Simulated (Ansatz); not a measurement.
A series of calculations on SiH5SOBr

### Relaxation

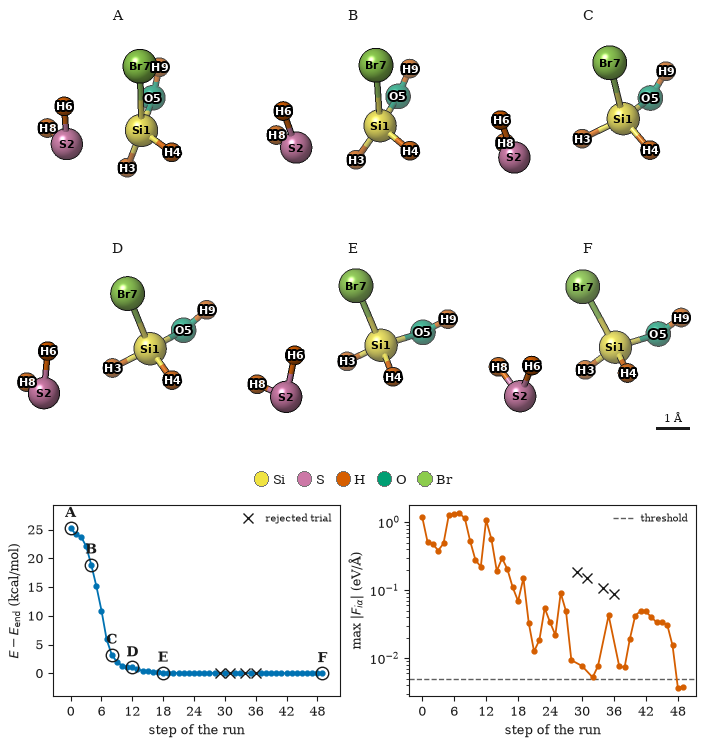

Frames of a relaxation of SiH5SOBr (started from a transition state, displaced along its imaginary mode), marked on the history of the run. A ball-and-stick model, seen at a tilt.

Method: RKS PBE0-D4/def2-TZVP (Ansatz 0.2.0). (force threshold 0.005 eV/Å; at most 200 steps)

Describe the path.

Answer. After 45 accepted moves (49 points after the start) the energy has fallen by 25.3 kcal/mol. The largest force component goes from 1.2 to 0.0038 eV/Å. The line search rejected the trial steps at points 29, 31, 34, 36 of the run. The atom that moves furthest after the best rigid fit is H9 (1.67 Å). By element the largest moves are H 1.67 Å, Br 1.42 Å, O 1.09 Å, S 0.89 Å, Si 0.63 Å. Among the contacts that change: Si1–S2 2.492 → 3.690 Å, S2–Br7 3.309 → 3.964 Å, Si1–Br7 2.455 → 2.234 Å, O5–H9 0.998 → 0.959 Å. Among the angles between lasting bonds that change: H3–Si1–Br7 162.0° → 108.9°, O5–Si1–Br7 88.7° → 110.0°, H4–Si1–O5 129.3° → 112.0°. From step 0 to 4: H6 moves most (0.54 Å), energy −6.37 kcal/mol. From step 4 to 8: H3 moves most (0.72 Å), energy −15.7 kcal/mol. From step 8 to 12: H6 moves most (0.54 Å), energy −2.20 kcal/mol. From step 12 to 18: H atoms move most (0.44 Å), energy −0.92 kcal/mol. From step 18 to 49: H8 moves most (0.58 Å), energy −0.10 kcal/mol.

| step | E − E(0), kcal/mol | largest force component, eV/Å | note |
| --- | --- | --- | --- |
| 0 | 0.00 | 1.1923 |  |
| 1 | -1.11 | 0.5133 |  |
| 2 | -1.49 | 0.4772 |  |
| 3 | -3.14 | 0.3829 |  |
| 4 | -6.37 | 0.4856 |  |
| 5 | -10.12 | 1.2754 |  |
| 6 | -14.37 | 1.3241 |  |
| 7 | -19.39 | 1.3406 |  |
| 8 | -22.07 | 1.1435 |  |
| 9 | -23.30 | 0.5270 |  |
| 10 | -23.95 | 0.2771 |  |
| 12 | -24.27 | 1.0753 |  |
| 14 | -24.91 | 0.1919 |  |
| 16 | -25.07 | 0.2028 |  |
| 18 | -25.18 | 0.0692 |  |
| 20 | -25.22 | 0.0332 |  |
| 22 | -25.23 | 0.0186 |  |
| 24 | -25.23 | 0.0339 |  |
| 26 | -25.24 | 0.0909 |  |
| 28 | -25.25 | 0.0094 |  |
| 31 | -25.25 | 0.1487 | rejected |
| 33 | -25.26 | 0.0077 |  |
| 35 | -25.26 | 0.0426 |  |
| 37 | -25.27 | 0.0076 |  |
| 39 | -25.27 | 0.0195 |  |
| 41 | -25.27 | 0.0493 |  |
| 43 | -25.28 | 0.0401 |  |
| 45 | -25.28 | 0.0337 |  |
| 47 | -25.28 | 0.0154 |  |
| 49 | -25.28 | 0.0038 |  |

### Relaxation

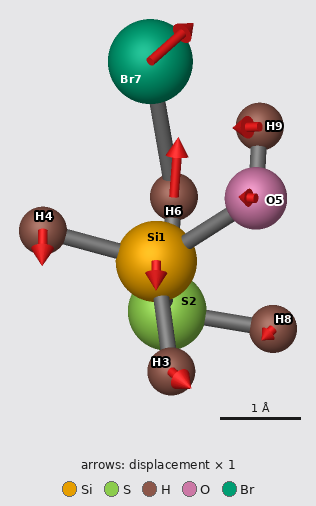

This is a relaxation of SiH5SOBr (started from a transition state, displaced along its imaginary mode). The starting structure is drawn; red arrows show the displacements, at their true length. The two geometries are superimposed by the best rigid fit.

Style: ball-and-stick. Shown from a free direction.

Computed with Ansatz 0.2.0, RKS PBE0-D4/def2-TZVP. Set-up: force threshold 0.005 eV/Å; at most 200 steps.

**What did the optimiser do to the structure, and how much energy did it gain?**

After 16 geometry steps the energy has fallen by 18.7 kcal/mol. The largest force component goes from 1.1 to 0.004 eV/Å. The largest move after the best rigid fit is that of Br7, 0.91 Å. Largest moves by element: Br 0.91 Å, H 0.76 Å, Si 0.38 Å, O 0.26 Å, S 0.20 Å. Near-neighbour distances that change, for instance: Si1–Br7 2.933 → 4.032 Å, S2–H6 1.458 → 2.275 Å, S2–Br7 3.200 → 3.698 Å, H6–Br7 1.941 → 1.455 Å. Bonds break, among them: S2–H6 (1.46 → 2.27 Å). Among the angles between lasting bonds that change: S2–Si1–H3 93.9° → 110.0°, H4–Si1–O5 124.0° → 114.0°, S2–Si1–O5 120.2° → 112.8°. The run took 40 s on 8 threads of Arm Neoverse V1, on a shared host.

### Reaction

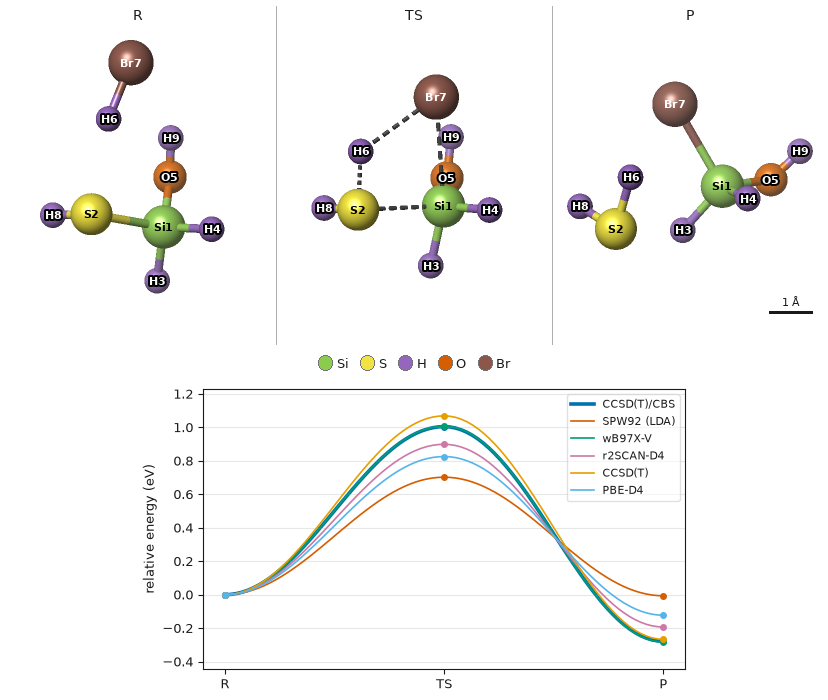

A reaction step of SiH₅SOBr, with its energy diagram. The picture is a ball-and-stick view, seen at a tilt. Dashed sticks mark bonds that form or break.

Stationary points at PBE0-D4/def2-TZVP, single-point energies with CCSD(T)/CBS, SPW92 (LDA), wB97X-V, r2SCAN-D4, CCSD(T), PBE-D4 (def2-TZVPP where no basis is named; Ansatz 0.2.0). The energies are electronic, without zero-point or thermal terms, and both ends are the minima reached downhill from the saddle, with any fragments still in contact. CCSD(T)/CBS stands for a frozen-core estimate: MP2 correlation extrapolated from def2-TZVPP and def2-QZVPP, CCSD(T) minus MP2 from the smaller set.

Question: Describe the step and its energetics.

Answer: Counted by bonded pieces, R holds HBr + SiH₄SO and P holds H₂S + SiH₃BrO. From R over the saddle to P, bonds form: Si1–Br7 (4.03 → 2.69 → 2.23 Å), S2–H6 (2.27 → 1.38 → 1.34 Å). Bonds break: Si1–S2 (2.16 → 2.37 → 3.69 Å), H6–Br7 (1.45 → 2.26 → 3.40 Å). The saddle has one imaginary mode, 206i cm⁻¹. With CCSD(T)/CBS the barrier is 1.00 eV from R and 1.28 eV from P, and P lies 0.28 eV below R.

```csv
level,barrier from R (eV),barrier from P (eV),P less R (eV)
CCSD(T)/CBS,1.00,1.28,−0.28
SPW92 (LDA),0.70,0.71,−0.01
wB97X-V,1.01,1.29,−0.28
r2SCAN-D4,0.90,1.09,−0.19
CCSD(T),1.07,1.34,−0.27
PBE-D4,0.83,0.95,−0.12
```

Against CCSD(T)/CBS, wB97X-V comes closest on the barrier from R (+0.00 eV) and SPW92 (LDA) misses most (−0.30 eV).

Limits of the set-up: the start holds two separate molecules, 2.3 Å apart at their closest, whose relative position is a soft coordinate.

### Reaction

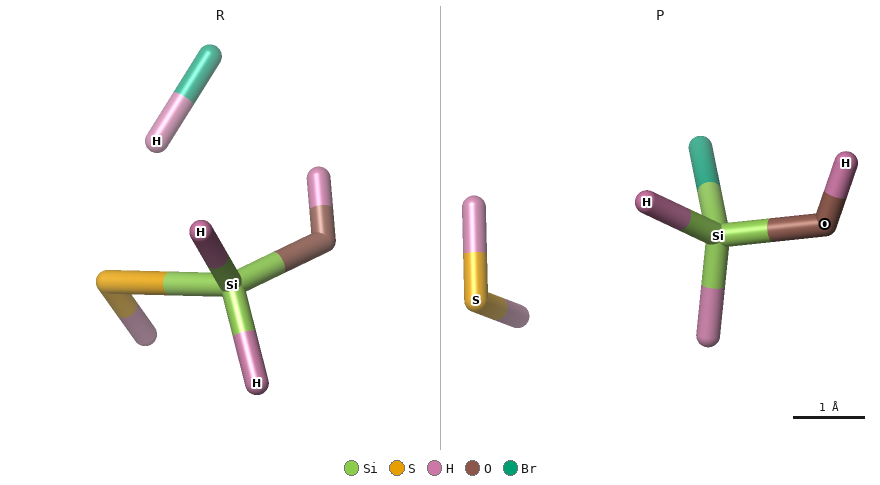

Reactant (R) and product (P) of one elementary step of SiH5SOBr. The picture is a stick view, seen at a tilt.

Stationary points at PBE0-D4/def2-TZVP, single-point energies with PBE-QIDH (def2-TZVPP where no basis is named; Ansatz 0.2.0). The energies are electronic, without zero-point or thermal terms, and both ends are the minima reached downhill from the saddle, with any fragments still in contact.

> Predict the saddle point between them and the barrier.

Counted by bonded pieces, R holds HBr + SiH₄SO and P holds H₂S + SiH₃BrO. From R over the saddle to P, bonds form: Br–Si (4.03 → 2.69 → 2.23 Å), H–S (2.27 → 1.38 → 1.34 Å). Bonds break: S–Si (2.16 → 2.37 → 3.69 Å), Br–H (1.45 → 2.26 → 3.40 Å). The saddle has one imaginary mode, 206i cm⁻¹. With PBE-QIDH the barrier is 22.5 kcal/mol from R and 28.2 kcal/mol from P, and P lies 5.7 kcal/mol below R.

The saddle point in the same view, with dashed sticks for the bonds that form or break:

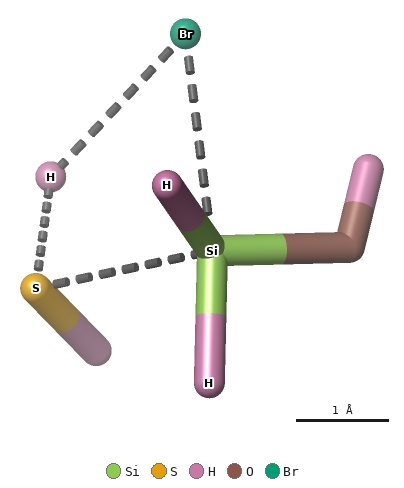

Limits of the set-up: the start holds two separate molecules, 2.3 Å apart at their closest, whose relative position is a soft coordinate.
